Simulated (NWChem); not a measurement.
# SiPH5O (SMILES O[SiH2]P) at 4 levels

Aim: a comparison of 4 runs (HF/STO-3G, HF/3-21G, B3LYP/6-31G*) of SiPH5O. 

The results are computed with NWChem 7.3.0.

## (1) The molecule

SiPH5O has 8 atoms, charge 0, and is taken as a singlet. SMILES: `O[SiH2]P`. The coordinates come from a GFN2-xTB relaxation. This is one conformer, not always the lowest.

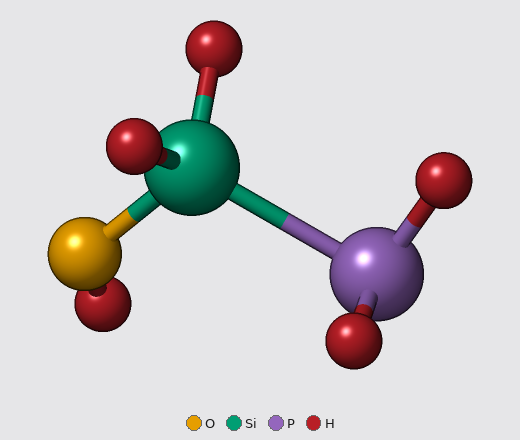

The structure, seen from a chosen angle (oxygen amber, silicon teal, phosphorus purple, hydrogen red).

## (2) Energy and gradient at HF/STO-3G (run 1)

The input, calc.xyz:

```xyz
8
H5OPSi
O     -1.682110     0.582490    -0.414440
Si    -0.145180     0.669230     0.101880
P      0.882930    -1.277370    -0.351210
H     -1.925040     0.154920    -1.231570
H      0.594740     1.713040    -0.613560
H     -0.320090     0.977200     1.514930
H      2.098530    -0.900930     0.183760
H      0.496220    -1.918590     0.810210
```

The input, calc.nw:

```
start calc
title "H5OPSi"
memory 2200 mb
charge 0

geometry noautosym nocenter noautoz
 load calc.xyz
end

basis spherical bse
 * library STO-3G
end

scf
 thresh 1e-08
 maxiter 80
end

task scf gradient
```

The run is started by

```
nwchem calc.nw > calc.out
```

The program printed:

```text
[...]
  functions       =    28
[...]
  wavefunction    = RHF
[...]
         Total SCF energy =   -699.271615276544
      One-electron energy =  -1283.858273602736
      Two-electron energy =    428.958022164726
 Nuclear repulsion energy =    155.628636161467
        Time for solution =      0.7s
[...]
                         RHF ENERGY GRADIENTS
    atom               coordinates                        gradient
                 x          y          z           x          y          z
   1 O      -3.178727   1.100746  -0.783178    0.042694  -0.021822  -0.025668
   2 Si     -0.274350   1.264661   0.192525   -0.038504   0.009077   0.002484
   3 P       1.668496  -2.413879  -0.663691    0.003688  -0.014284  -0.011288
   4 H      -3.637798   0.292756  -2.327330   -0.009576   0.014976   0.028422
   5 H       1.123896   3.237176  -1.159460    0.010267   0.011105  -0.014263
   6 H      -0.604882   1.846640   2.862803   -0.009321   0.001250   0.016414
   7 H       3.965647  -1.702511   0.347256   -0.000297  -0.000228   0.001826
   8 H       0.937720  -3.625609   1.531075    0.001050  -0.000074   0.002072
[...]
```

Run time: 1.9 s. Hardware: 1 thread of Intel Xeon 6975P-C (Granite Rapids), shared host; peak memory 0.096 GiB.

## (3) Energy and gradient at HF/3-21G (run 2)

The input, h5opsi.nw:

```
start h5opsi
memory 2200 mb
charge 0

geometry units angstroms noautosym nocenter noautoz
 O    -1.682110    0.582490   -0.414440
 Si   -0.145180    0.669230    0.101880
 P     0.882930   -1.277370   -0.351210
 H    -1.925040    0.154920   -1.231570
 H     0.594740    1.713040   -0.613560
 H    -0.320090    0.977200    1.514930
 H     2.098530   -0.900930    0.183760
 H     0.496220   -1.918590    0.810210
end

basis "ao basis" spherical bse
 O library 3-21G
 Si library 3-21G
 P library 3-21G
 H library 3-21G
end

scf
 thresh 1e-08
 maxiter 80
end

task scf gradient
```

The run is started by

```
nwchem h5opsi.nw > h5opsi.out
```

The program printed:

```text
[...]
  functions       =    45
[...]
  wavefunction    = RHF
[...]
         Total SCF energy =   -703.751907438727
      One-electron energy =  -1284.645438957136
      Two-electron energy =    425.264895356943
 Nuclear repulsion energy =    155.628636161466
        Time for solution =      0.9s
[...]
                         RHF ENERGY GRADIENTS
    atom               coordinates                        gradient
                 x          y          z           x          y          z
   1 O      -3.178727   1.100746  -0.783178    0.036472   0.005024   0.015296
   2 Si     -0.274350   1.264661   0.192525   -0.013033  -0.020932  -0.012655
   3 P       1.668496  -2.413879  -0.663691   -0.003130   0.009522   0.011523
   4 H      -3.637798   0.292756  -2.327330    0.009535   0.001031   0.007424
   5 H       1.123896   3.237176  -1.159460   -0.008245  -0.004357   0.000758
   6 H      -0.604882   1.846640   2.862803   -0.008787  -0.001180  -0.009314
   7 H       3.965647  -1.702511   0.347256   -0.019640  -0.002695  -0.001479
   8 H       0.937720  -3.625609   1.531075    0.006827   0.013587  -0.011554
[...]
```

Wall time 2.1 s (1 thread of Intel Xeon 6975P-C (Granite Rapids), shared host); peak memory 0.099 GiB.

Run 3 isn't shown in full; the table further down has it.

## (4) Energy and gradient at B3LYP/6-31G(d) (Cartesian functions) (run 4)

The input, struct.nw:

```
start struct
title "H5OPSi B3LYP"
memory 2200 mb
geometry units angstrom noautosym nocenter noautoz
   O     -1.682110     0.582490    -0.414440
   Si    -0.145180     0.669230     0.101880
   P      0.882930    -1.277370    -0.351210
   H     -1.925040     0.154920    -1.231570
   H      0.594740     1.713040    -0.613560
   H     -0.320090     0.977200     1.514930
   H      2.098530    -0.900930     0.183760
   H      0.496220    -1.918590     0.810210
end
basis
   O library 6-31G*
   Si library 6-31G*
   P library 6-31G*
   H library 6-31G*
end
dft
   xc b3lyp
   grid xfine
   convergence energy 1e-08
   iterations 100
   mulliken
end
task dft gradient
```

The run is started by

```
nwchem struct.nw > struct.out
```

The program printed:

```text
[...]
          Wavefunction type:  closed shell.
          No. of atoms     :     8
          No. of electrons :    42
[...]
          Charge           :     0
          Spin multiplicity:     1
[...]
          AO basis - number of functions:    63
[...]
              XC Information
              --------------
                         B3LYP Method XC Potential
                     Hartree-Fock (Exact) Exchange  0.200
                        Slater Exchange Functional  0.800 local
                    Becke 1988 Exchange Functional  0.720 non-local
              Lee-Yang-Parr Correlation Functional  0.810
                  VWN I RPA Correlation Functional  0.190 local
[...]
 d= 0,ls=0.0,diis     1   -709.0386006659 -8.65D+02  1.96D-02  6.40D-01     2.0
[...]
 d= 0,ls=0.0,diis     8   -709.1008218434 -4.39D-09  4.37D-06  5.39D-08    13.4
         Total DFT energy =     -709.100821843364
      One electron energy =    -1289.883751040247
           Coulomb energy =      479.897354666677
    Exchange-Corr. energy =      -54.743061631261
 Nuclear repulsion energy =      155.628636161466
[...]
      Total Density - Mulliken Population Analysis
     ---------------------------------------------
    Atom       Charge   Shell Charges
 -----------   ------   -------------------------------------------------------
    1 O    8     8.69   1.99  0.90  2.97  0.89  1.89  0.04
    2 Si  14    13.42   2.00  1.99  5.96  1.02  1.79  0.18  0.27  0.21
    3 P   15    15.22   2.00  1.99  5.97  1.25  2.48  0.55  0.91  0.07
    4 H    1     0.58   0.47  0.11
    5 H    1     1.09   0.52  0.57
    6 H    1     1.07   0.52  0.54
    7 H    1     0.97   0.52  0.45
    8 H    1     0.96   0.52  0.45
[...]
  wavefunction    = closed shell
                         DFT ENERGY GRADIENTS
    atom               coordinates                        gradient
                 x          y          z           x          y          z
   1 O      -3.178727   1.100746  -0.783178    0.026931  -0.003298  -0.002071
   2 Si     -0.274350   1.264661   0.192525   -0.008544   0.003562   0.000515
   3 P       1.668496  -2.413879  -0.663691    0.005688   0.001268   0.019564
   4 H      -3.637798   0.292756  -2.327330    0.000249   0.004287   0.010830
   5 H       1.123896   3.237176  -1.159460   -0.007711  -0.006989   0.001875
   6 H      -0.604882   1.846640   2.862803   -0.004474  -0.003668  -0.010570
   7 H       3.965647  -1.702511   0.347256   -0.019333  -0.005330  -0.005269
   8 H       0.937720  -3.625609   1.531075    0.007195   0.010167  -0.014874
[...]
```

Run time: 19 s. Hardware: 1 thread of Intel Xeon 6975P-C (Granite Rapids), shared host; peak memory 0.14 GiB.

## (5) All runs side by side

```
run                               level  iteration cap  module  energy (Eh)  dipole moment (D)  HOMO energy (eV)  LUMO energy (eV)  wall time
  1                           HF/STO-3G             80     scf  -699.271615               0.89             -7.16             10.61      1.9 s
  2                            HF/3-21G             80     scf  -703.751907               0.74            -10.04              3.86      2.1 s
  3  B3LYP/6-31G* (spherical functions)            100     dft  -709.095320               0.44             -7.10              0.17       18 s
  4  B3LYP/6-31G* (Cartesian functions)            100     dft  -709.100822               0.44             -7.11              0.14       19 s
```

## (6) Summary of results

| quantity | value |
| --- | --- |
| run 4: total energy | -709.10082 Eh |
| run 4: dipole moment | 0.44 D |
| run 4: HOMO energy | -7.11 eV |
| run 4: LUMO energy | 0.14 eV |
| run 4: HOMO–LUMO gap | 7.25 eV |
| run 4: largest force on an atom | 1.399 eV/Å |

What this shows: The dipole moment (its size) runs from 0.44 D (B3LYP/6-31G*) to 0.89 D (HF/STO-3G). The two ends differ in method and basis. The HOMO–LUMO gap runs from 7.25 eV (B3LYP/6-31G*) to 17.77 eV (HF/STO-3G). In run 1 the basis is minimal, so the values are rough. All runs together took 41 s, the longest 19 s.
